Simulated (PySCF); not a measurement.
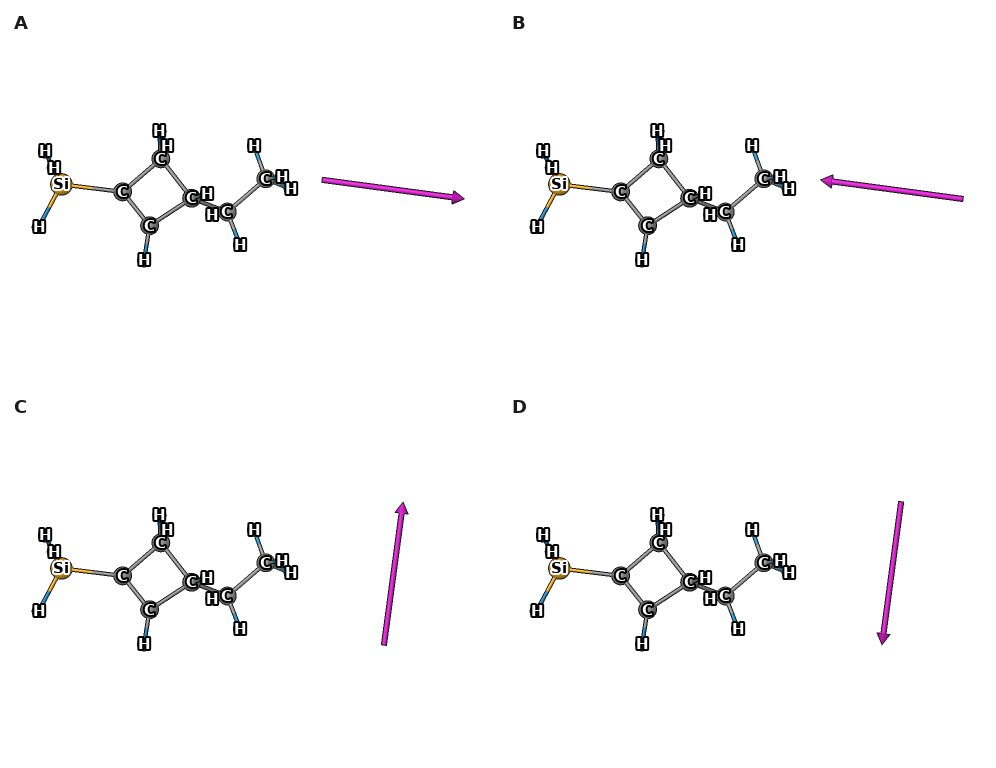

The same molecule four times, each with an arrow. The geometry was computed by an optimisation with GFN2-xTB. No frequency run is at hand to confirm it as a minimum. Method: PBE0/def2-SVPD, gas phase (PySCF 2.14.0).

> Which arrow points along the dipole moment, from the negative to the positive end?

A. The dipole moment is 0.89 D.

The geometry is semi-empirical. Around Si such bond lengths and angles can be off by a tenth of an ångström or more and by several degrees, and values that hang on the shape move with them.
